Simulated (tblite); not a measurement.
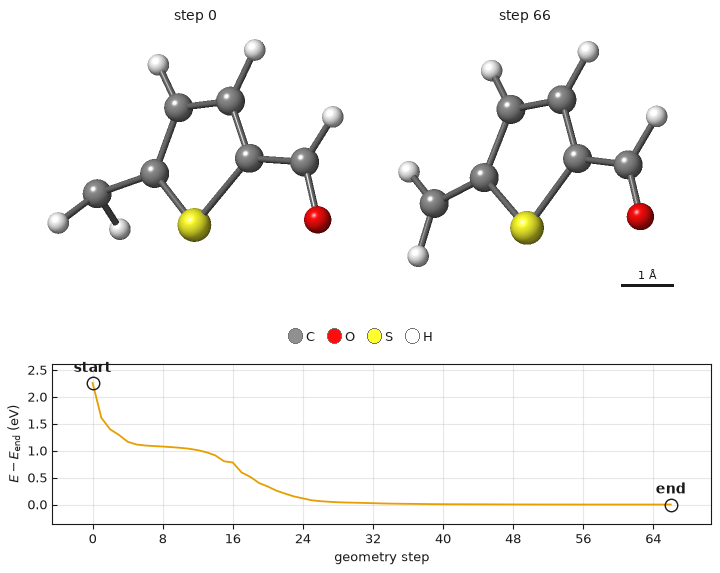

First and last geometry of a relaxation of C6H5OS (multiplicity 2), with the history of the run. A ball-and-stick model, seen from a free direction.

All numbers below come from GFN2-xTB geometry optimisation, gas phase (tblite 0.8.0). 

Q: Read the history and describe the run.

A: It converged. The atom that moves furthest after the best rigid fit is an H atom (1.38 Å). Largest moves by element: H 1.38 Å, C 0.31 Å, S 0.26 Å, O 0.19 Å. Some distances before and after: C–C 1.519 → 1.350 Å, C–S 1.616 → 1.769 Å, C–S 1.819 → 1.733 Å, C–C 1.340 → 1.402 Å. Bond angles that change, for instance: C–C–H 107.0° → 120.7°, C–C–H 109.2° → 121.6°, H–C–H 107.0° → 117.7°. After 66 geometry steps the energy has fallen by 2.258 eV. The run took 0.32 s on 1 thread of Arm Neoverse V2, on a shared host.
